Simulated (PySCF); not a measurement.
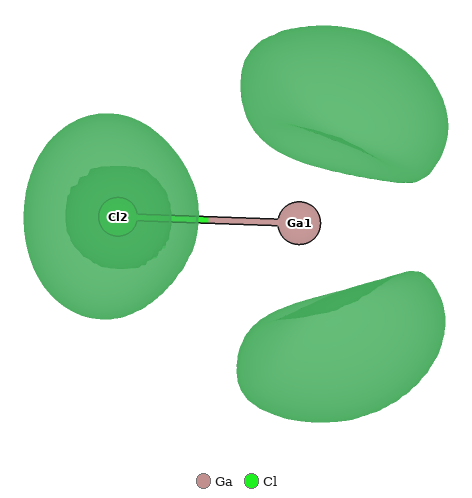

*GaCl (charge −1, doublet). Isosurface of the electron localisation function at 0.75 (green), seen from one side. Core shells and regions of very low density are left out.*

Theory: PBE0/def2-TZVPPD, non-relativistic Hamiltonian with scalar-relativistic core potentials where named, at a bond length of 2.413 Å in PySCF 2.14.0.

Where are the electrons localised?

Answer. The surface consists of two lobes on Ga, pointing away from the bonds (non-bonding electrons) and one region wrapped around Cl (its valence shell).

Values along the shortest contacts:
Ga–Cl (2.41 Å): the ELF peaks at about 0.85 in the valence shell of Cl, 0.8 Å from its nucleus, and is about 0.50 at the midpoint.
